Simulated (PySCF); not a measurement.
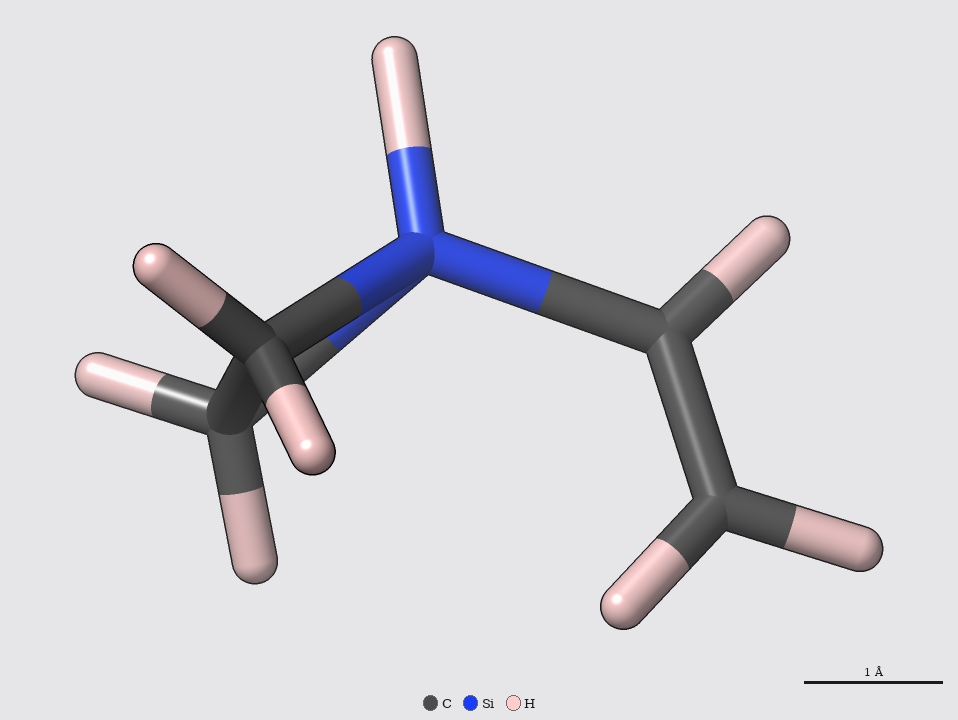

The picture shows a molecular structure as a stick model. Every bond is drawn as one stick, whatever its order.

The geometry was computed by an optimisation with GFN2-xTB. No frequency run is at hand to confirm it as a minimum.

**Give the formula.**

C₄H₈Si, 13 atoms: 4 carbon, 8 hydrogen and 1 silicon.

**How many bonds of each kind are drawn?**

7 C–H, 3 C–Si, 2 C–C, 1 Si–H.

**Describe its rings.**

Independent rings (smallest set): 1 of 3 members.

**What is its SMILES?**

C=C[SiH]1CC1

**Name functional groups in it.**

Among them: alkene, Si–H bond.

More results for the same structure follow; atom numbers are the same in all pictures, views and colours differ.

Core levels

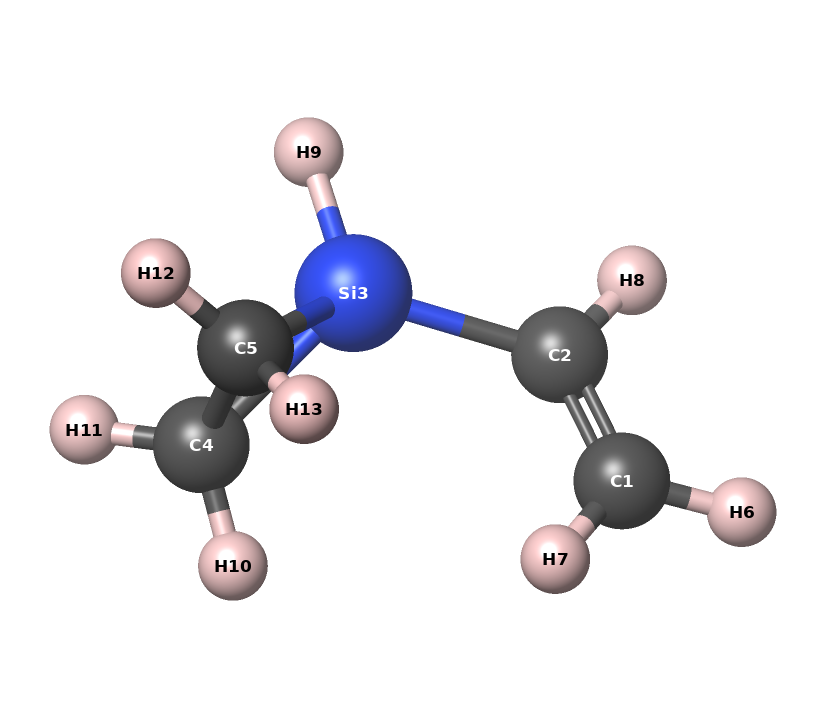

No frequency run is at hand to confirm it as a minimum. Method: delta-SCF UKS SCAN, pcX-2 on the ionised atom, pcseg-1 elsewhere, spin-free X2C (PySCF 2.14.0).

Give the core-electron binding energies (to vacuum; p and d levels without spin–orbit splitting) of C1 1s, C2 1s, Si3 1s, Si3 2p, C4 1s.

| atom | level | binding energy (eV) |
| --- | --- | --- |
| C1 | 1s | 290.1 |
| C2 | 1s | 290.1 |
| Si3 | 1s | 1846.0 |
| Si3 | 2p | 106.5 |
| C4 | 1s | 289.7 |

NMR shielding

The questions are on isotropic NMR shieldings of the C atoms. No frequency run is at hand to confirm it as a minimum. Properties computed with GIAO PBE0/pcSseg-1 NMR shielding, non-relativistic, gas phase (PySCF 2.14.0).

Give the isotropic NMR shieldings of the C atoms atom by atom.

```csv
atom,σ (ppm)
C1,46.8
C2,49.6
C4,187.2
C5,186.7
```

Electronic properties

No frequency run is at hand to confirm it as a minimum. Method: CAM-B3LYP/def2-SVPD, gas phase (PySCF 2.14.0). Excitations: vertical, linear response.

What does the calculation give?

- dipole moment: 0.64 D
- HOMO energy (Kohn–Sham orbital): −7.73 eV
- LUMO energy (Kohn–Sham orbital): 0.28 eV
- HOMO–LUMO gap: 8.01 eV
- mean static polarisability: 74.6 bohr³
- lowest vertical singlet excitation: 5.31 eV
- its oscillator strength: 0.197
- brightest of the 8 lowest singlets: 7.34 eV
- its oscillator strength: 0.21

The geometry is semi-empirical. Around Si such bond lengths and angles can be off by a tenth of an ångström or more and by several degrees, and values that hang on the shape move with them.
